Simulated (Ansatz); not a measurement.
The calculation's input:

```
crystal:
  lattice:
    - [3.4998597519, 0.0, 0.0]
    - [0.0, 3.4998597519, 0.0]
    - [0.0, 0.0, 15.3131055771]
  atoms:
    - { symbol: La, position: [0.5, 0.5, 0.1908459467] }
    - { symbol: La, position: [0.5, 0.5, 0.8091540533] }
    - { symbol: La, position: [0.0, 0.0, 0.0] }
    - { symbol: La, position: [0.5, 0.5, 0.5] }
    - { symbol: Hf, position: [0.0, 0.0, 0.6540317768] }
    - { symbol: Hf, position: [0.0, 0.0, 0.3459682232] }
    - { symbol: O, position: [0.5, 0.5, 0.0] }
basis:
  ecutwfc: 500
kpoints:
  mp_grid: { grid: [10, 10, 2] }
  band_path:
    path:
      - [[0.0, 0.0, 0.0], [0.0, 0.5, 0.0], [0.5, 0.5, 0.0], [0.0, 0.0, 0.0], [0.0, 0.0, 0.5], [0.0, 0.5, 0.5], [0.5, 0.5, 0.5], [0.0, 0.0, 0.5]]
      - [[0.0, 0.5, 0.0], [0.0, 0.5, 0.5]]
      - [[0.5, 0.5, 0.0], [0.5, 0.5, 0.5]]
    npoints: 14
hamiltonian:
  xc: r2scan
scf:
  occupations: { method: gaussian, width: 0.1 }
  n_extra_bands: 17
output:
  forces: true
  stress: true
  eigenvalues: true
  populations: true
  dos: { projected: true, de: 0.02, nscf_kmesh: { grid: [12, 12, 3] } }
  bader: true
  write_density: true
  write_potential: true
  elf: true
  volumetric_format: npy
```

Command:

```sh
ansatz run input.yaml --threads 1 --pin off --max-ram 2560MiB --backend cpu --events-out ev --progress --plain --runs-dir out
```

Below, planes, directions and counts refer to the conventional cell (a = 3.50 Å, b = 3.50 Å, c = 15.31 Å, α = 90.00°, β = 90.00°, γ = 90.00°).

Space group P4/mmm; a generated structure, not necessarily the stable one.

All numbers below come from DFT r2SCAN, scalar-relativistic, plane waves, PAW (Ansatz).

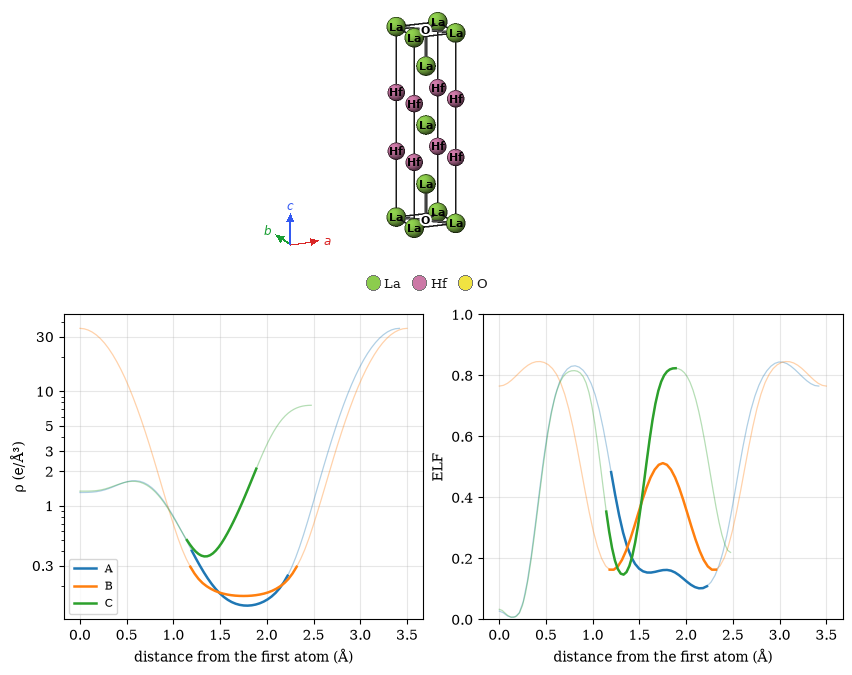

La4Hf2O. Valence charge density (pseudo) and ELF along straight lines between neighbouring atoms. Thin, pale parts lie inside the atomic spheres. The structure is drawn too.

The density is the valence pseudo-density of a PAW calculation; it isn't the true density close to the nuclei.

Which curve belongs to which contact (Hf–Hf, La–Hf and La–O)? The first atom named is at distance zero.

Answer. Curve A: La–Hf (3.42 Å): ρ at the midpoint is about 0.14 e/Å³; the ELF is about 0.15 at the midpoint: no localised pair shows between them. Curve B: Hf–Hf (3.50 Å): ρ is about 0.16 e/Å³ halfway; the ELF reaches about 0.50 near the midpoint. Curve C: La–O (2.47 Å): the density is about 0.4 e/Å³ at the midpoint; the ELF is about 0.20 at the midpoint (no localised pair shows between them).
